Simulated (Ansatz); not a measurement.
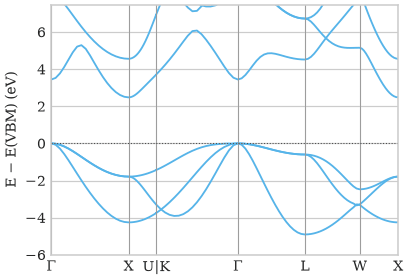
Figure: Band structure from DFT-r²SCAN in the program Ansatz with PAW potentials

**Question.** Read off the gap and where the band edges lie.

**Answer.** About 2.5 eV (2.48 eV by a search for the band edges); maximum at Γ, minimum at X.

The material is MgSe (rock salt, space group No. 225).

Space group Fm-3m (rock salt). Symmetry was held in the r²SCAN relaxation. The volume moved by -30 % from the start of the relaxation. Scalar-relativistic: spin–orbit coupling is off unless named, which matters more the heavier the elements.

Potentials: the later of the program's two PAW sets.
